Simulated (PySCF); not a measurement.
W(Cl)5, Cl5W, SMILES [Cl][W]([Cl])([Cl])([Cl])[Cl], doublet at its B3LYP/def2-SVP optimised geometry (Å):

```
6

W     -1.1386    -0.0008     0.0000
Cl     1.1386    -0.0008     0.0000
Cl    -1.1127     2.3391     0.0000
Cl    -1.1126    -2.3391     0.0866
Cl    -2.1215     0.0371     2.0540
Cl    -2.3538    -0.0357    -1.9085
```

Method: unrestricted B3LYP/def2-TZVP, def2 effective core potentials past Kr run with PySCF 2.14.0. The core electrons that the potentials of W replace are not part of the density. Cells within 0.4 Å of a nucleus heavier than hydrogen are left out (blank, or x).

Map of the HOMO amplitude (α) (bohr^(-3/2)) on the plane z = 0.0 Å; orbital energy -6.89 eV, overall sign arbitrary:

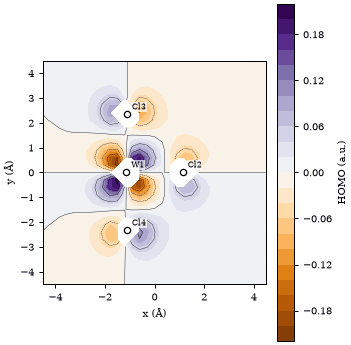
HOMO amplitude (α) (bohr^(-3/2)) on the plane z = 0.0 Å.
